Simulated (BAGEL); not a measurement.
# CH3BClNO (SMILES [H]/N=C(/Cl)OB): B3LYP/cc-pVDZ (density fitting with qzvpp-jkfit)

What is the energy change on altering one bond length of CH3BClNO at B3LYP/cc-pVDZ (density fitting with qzvpp-jkfit)? 

The calculation is run with BAGEL 1.2.2.

2 further runs of the same task are left out: 2 set aside as unsound or not needed.

### 1 The system as given

The species is CH3BClNO (8 atoms), meant as a singlet with charge 0. SMILES: `[H]/N=C(/Cl)OB`. Geometry: relaxed at PBE0-D4/def2-TZVP. This is one conformer, not always the lowest.

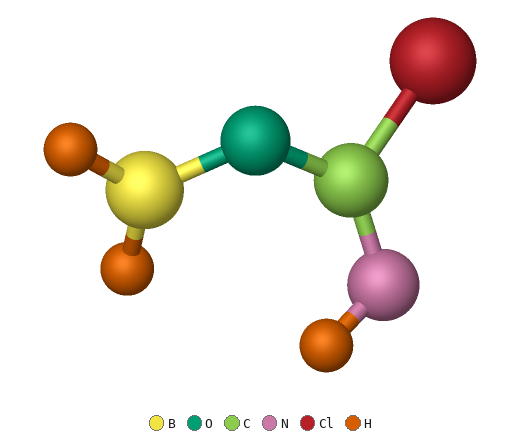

The structure, seen from a chosen angle (boron yellow, oxygen teal, carbon green, nitrogen pink, chlorine red, hydrogen orange).

### 2 A single-point energy at B3LYP/cc-pVDZ (density fitting with qzvpp-jkfit)

calc.json

```json
{ "bagel" : [

{
  "title" : "molecule",
  "basis" : "cc-pvdz.json",
  "df_basis" : "qzvpp-jkfit",
  "angstrom" : true,
  "geometry" : [
    { "atom" : "B", "xyz" : [   -0.778100,    1.060300,    0.318100 ] },
    { "atom" : "O", "xyz" : [    0.509700,    0.629600,    0.237600 ] },
    { "atom" : "C", "xyz" : [    0.859000,   -0.563700,   -0.314300 ] },
    { "atom" : "N", "xyz" : [    0.324100,   -1.679100,   -0.170300 ] },
    { "atom" : "Cl", "xyz" : [    2.271000,   -0.374900,   -1.276700 ] },
    { "atom" : "H", "xyz" : [   -0.944100,    2.100400,    0.873000 ] },
    { "atom" : "H", "xyz" : [   -1.656100,    0.401400,   -0.157000 ] },
    { "atom" : "H", "xyz" : [   -0.493400,   -1.631200,    0.433900 ] }
  ]
},
{ "title" : "ks", "xc_func" : "b3lyp" },
{ "title" : "print", "file" : "orbitals.molden", "orbitals" : true }

]}
```

The basis set cc-pVDZ is read from a file made from the Basis Set Exchange's data (not shown).

The run is started by

```console
BAGEL_NUM_THREADS=1 BAGEL calc.json > calc.out
```

Output:

```text
* using 1 threads per process

  ===============================================================
  ===============================================================

  *** Geometry ***

  { "atom" : "B", "xyz" : [     -1.470396,      2.003677,      0.601122 ] },
  { "atom" : "O", "xyz" : [      0.963193,      1.189772,      0.448999 ] },
  { "atom" : "C", "xyz" : [      1.623275,     -1.065239,     -0.593941 ] },
  { "atom" : "N", "xyz" : [      0.612460,     -3.173039,     -0.321820 ] },
  { "atom" : "Cl", "xyz" : [      4.291568,     -0.708458,     -2.412613 ] },
  { "atom" : "H", "xyz" : [     -1.784090,      3.969181,      1.649731 ] },
  { "atom" : "H", "xyz" : [     -3.129575,      0.758536,     -0.296687 ] },
  { "atom" : "H", "xyz" : [     -0.932391,     -3.082521,      0.819952 ] },

  Number of auxiliary basis functions:      486

  Since a DF basis is specified, we compute 2- and 3-index integrals:
    o Being stored without compression. Storage requirement is 0.031 GB

  Number of basis functions:       89
  Number of electrons      :       46

    * METHOD: MOLECULE                             0.22

  *** Kohn-Sham DFT ***

    * Removing 15244 points whose weight is below 1.00e-10
    * Grid points: 104004

  === Nuclear Repulsion ===
   201.6289761501

       - DIIS with orbital gradients will be used.

  === KS iteration (b3lyp / cc-pvdz.json) ===
      0       -621.75581031          0.10672322           0.33
      1       -579.40726110          0.16458909           0.34
      2       -594.31555047          0.14384399           0.41
      3       -644.61530572          0.07867376           0.38
      4       -643.66100748          0.09570594           0.40
      5       -654.57277047          0.02564208           0.51
      6       -654.79638500          0.01535379           0.36
      7       -654.95851785          0.00454583           0.35
      8       -654.96655225          0.00312895           0.37
      9       -654.97235994          0.00042180           0.39
     10       -654.97245963          0.00018213           0.35
     11       -654.97247766          0.00006257           0.35
     12       -654.97248241          0.00001364           0.36
     13       -654.97248260          0.00000848           0.36
     14       -654.97248265          0.00000166           0.37
     15       -654.97248265          0.00000053           0.35
     16       -654.97248265          0.00000044           0.36
     17       -654.97248265          0.00000014           0.35
     18       -654.97248265          0.00000003           0.37
     19       -654.97248265          0.00000001           0.36
     20       -654.97248265          0.00000001           0.34
     21       -654.97248265          0.00000000           0.37
    * SCF iteration converged.

    * Permanent dipole moment:
           (    0.525346,    -0.324606,    -0.322531) a.u.

    * METHOD: KS                                   8.67

    * METHOD: PRINT                                0.02

  ===============================================================
```

Run time: 9.3 s. Hardware: 1 thread of Arm Neoverse V2, shared host; peak memory 0.44 GiB.

### 3 The distorted shape at the same level

input.json

```json
{ "bagel" : [

{
  "title" : "molecule",
  "basis" : "cc-pvdz.json",
  "df_basis" : "qzvpp-jkfit",
  "angstrom" : true,
  "geometry" : [
    { "atom" : "B", "xyz" : [   -0.830493,    1.239287,    0.400881 ] },
    { "atom" : "O", "xyz" : [    0.457307,    0.808587,    0.320381 ] },
    { "atom" : "C", "xyz" : [    0.859000,   -0.563700,   -0.314300 ] },
    { "atom" : "N", "xyz" : [    0.324100,   -1.679100,   -0.170300 ] },
    { "atom" : "Cl", "xyz" : [    2.271000,   -0.374900,   -1.276700 ] },
    { "atom" : "H", "xyz" : [   -0.996493,    2.279387,    0.955781 ] },
    { "atom" : "H", "xyz" : [   -1.708493,    0.580387,   -0.074219 ] },
    { "atom" : "H", "xyz" : [   -0.493400,   -1.631200,    0.433900 ] }
  ]
},
{ "title" : "ks", "xc_func" : "b3lyp" },
{ "title" : "print", "file" : "orbitals.molden", "orbitals" : true }

]}
```

The basis set cc-pVDZ is read from a file made from the Basis Set Exchange's data (not shown).

The run is started by

```console
BAGEL_NUM_THREADS=1 BAGEL input.json > input.out
```

Output:

```text
* using 1 threads per process

  ===============================================================
  ===============================================================

  *** Geometry ***

  { "atom" : "B", "xyz" : [     -1.569404,      2.341913,      0.757555 ] },
  { "atom" : "O", "xyz" : [      0.864185,      1.528008,      0.605432 ] },
  { "atom" : "C", "xyz" : [      1.623275,     -1.065239,     -0.593941 ] },
  { "atom" : "N", "xyz" : [      0.612460,     -3.173039,     -0.321820 ] },
  { "atom" : "Cl", "xyz" : [      4.291568,     -0.708458,     -2.412613 ] },
  { "atom" : "H", "xyz" : [     -1.883099,      4.307417,      1.806164 ] },
  { "atom" : "H", "xyz" : [     -3.228584,      1.096772,     -0.140254 ] },
  { "atom" : "H", "xyz" : [     -0.932391,     -3.082521,      0.819952 ] },

  Number of auxiliary basis functions:      486

  Since a DF basis is specified, we compute 2- and 3-index integrals:
    o Being stored without compression. Storage requirement is 0.031 GB

  Number of basis functions:       89
  Number of electrons      :       46

    * METHOD: MOLECULE                             0.22

  *** Kohn-Sham DFT ***

    * Removing 14819 points whose weight is below 1.00e-10
    * Grid points: 104429

  === Nuclear Repulsion ===
   194.7416325598

       - DIIS with orbital gradients will be used.

  === KS iteration (b3lyp / cc-pvdz.json) ===
      0       -623.16316748          0.10020852           0.39
      1       -578.97428669          0.16471443           0.42
      2       -589.81345633          0.14202889           0.40
      3       -634.28116764          0.12982302           0.36
      4       -652.98120333          0.04994453           0.64
      5       -652.10944445          0.04211138           0.37
      6       -654.84014406          0.01337266           0.41
      7       -654.85264085          0.01268419           0.34
      8       -654.95319411          0.00276837           0.35
      9       -654.95783111          0.00120481           0.33
     10       -654.95879233          0.00019580           0.33
     11       -654.95880383          0.00014061           0.35
     12       -654.95881931          0.00001829           0.33
     13       -654.95881947          0.00000870           0.33
     14       -654.95881953          0.00000224           0.33
     15       -654.95881953          0.00000058           0.33
     16       -654.95881953          0.00000037           0.35
     17       -654.95881953          0.00000012           0.35
     18       -654.95881953          0.00000006           0.34
     19       -654.95881953          0.00000002           0.34
     20       -654.95881953          0.00000001           0.34
     21       -654.95881953          0.00000000           0.34
    * SCF iteration converged.

    * Permanent dipole moment:
           (    0.352283,     0.021494,    -0.167820) a.u.

    * METHOD: KS                                   8.66

    * METHOD: PRINT                                0.02

  ===============================================================
```

It took 9.3 s on 1 thread of Arm Neoverse V2, shared host; peak memory 0.44 GiB.

### 4 What came out

Level: B3LYP/cc-pVDZ (density fitting with qzvpp-jkfit).

| quantity | value |
| --- | --- |
| first shape: total energy | -654.97248 Eh |
| first shape: dipole moment | 1.77 D |
| first shape: HOMO energy | -8.25 eV |
| first shape: LUMO energy | -1.59 eV |
| first shape: HOMO–LUMO gap | 6.66 eV |
| distorted shape: total energy | -654.95882 Eh |
| distorted shape: dipole moment | 0.99 D |
| distorted shape: HOMO energy | -8.40 eV |
| distorted shape: LUMO energy | -1.21 eV |
| distorted shape: HOMO–LUMO gap | 7.19 eV |
| energy change with the O2–C3 bond stretched from 1.360 to 1.564 Å | 0.372 eV |

What this shows: With the O2–C3 bond stretched from 1.360 to 1.564 Å the energy rises by 0.37 eV (35.9 kJ/mol). The first shape isn't relaxed at this level, so the change isn't measured from a minimum.
